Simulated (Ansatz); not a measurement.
# CH4SSi: the cost of one run

Method: RKS B3LYP-D4/6-31G*, in Ansatz 0.2.0.

## Step 1: The starting structure

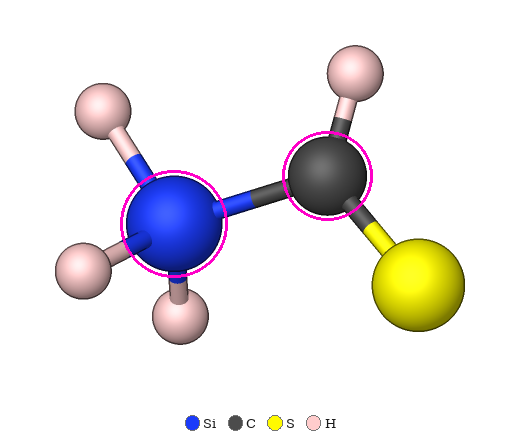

The starting structure, seen from a chosen angle (silicon blue, carbon dark grey, sulfur yellow, hydrogen pink). Ringed: Si1, C2.

Coordinates:

```xyz
7

Si   -0.6209    0.2235   -0.2323
C     1.0196   -0.3375    0.2539
S     1.1364   -1.4175    1.4976
H    -1.4739   -0.8294   -0.7083
H    -0.5455    1.2141   -1.3971
H    -1.3543    1.0123    0.8562
H     1.8998    0.0664   -0.3157
```

## Step 2: Relaxing end A

input.yaml

```yaml
crystal:
  periodic: [false, false, false]
  atoms:
    - { symbol: Si, position_ang: [-0.6209, 0.2235, -0.2323] }
    - { symbol: C, position_ang: [1.0196, -0.3375, 0.2539] }
    - { symbol: S, position_ang: [1.1364, -1.4175, 1.4976] }
    - { symbol: H, position_ang: [-1.4739, -0.8294, -0.7083] }
    - { symbol: H, position_ang: [-0.5455, 1.2141, -1.3971] }
    - { symbol: H, position_ang: [-1.3543, 1.0123, 0.8562] }
    - { symbol: H, position_ang: [1.8998, 0.0664, -0.3157] }
basis:
  gaussian: { orbitals: "6-31G*" }
hamiltonian:
  xc: b3lyp
  dispersion: d4
relax:
  f_tol: 0.015
  max_steps: 40
```

Launch:

```console
$ ansatz run input.yaml --threads 1 --pin off --max-ram 2048MiB --backend cpu --events-out ev --progress --plain --runs-dir out
```

What time and memory should one allow on 1 thread of Arm Neoverse V2, shared host?

About 43 s, with a peak of 0.13 GiB.
